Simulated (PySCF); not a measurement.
SMILES C[Si](C)(C)/C=C\[SiH3] at its GFN2-xTB optimised geometry (Å):

```
21

C     -1.2545    -2.3137    -1.4820
Si    -0.5935    -1.3104     0.0000
C     -1.2081    -2.1215     1.6163
C      1.3162    -1.3104     0.0000
C     -1.2589     0.4650     0.0000
C     -1.2762     1.3450    -1.0000
Si    -0.6564     1.1324    -2.7624
H     -1.0296    -3.3707    -1.3720
H     -0.8151    -1.9777    -2.4152
H     -2.3321    -2.2159    -1.5738
H     -0.8632    -3.1476     1.6998
H     -0.8484    -1.5857     2.4897
H     -2.2928    -2.1372     1.6657
H      1.7107    -0.7848     0.8646
H      1.7109    -0.8235    -0.8859
H      1.7096    -2.3225     0.0236
H     -1.6778     0.7849     0.9517
H     -1.7109     2.3225    -0.8000
H      0.5319     0.2802    -2.8329
H     -1.7192     0.5636    -3.5985
H     -0.3125     2.4647    -3.2736
```

Level of theory: PBE/def2-SVP (PySCF 2.14.0). Cells within 0.4 Å of a nucleus heavier than hydrogen are left out (blank, or x).

Map of the LUMO amplitude (bohr^(-3/2)) on the plane z = 0.0 Å; orbital energy -1.58 eV, overall sign arbitrary:

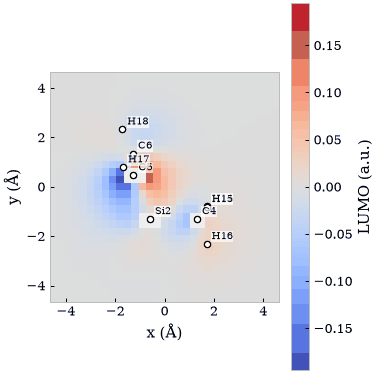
Fig. 1. LUMO amplitude (bohr^(-3/2)) on the plane z = 0.0 Å.
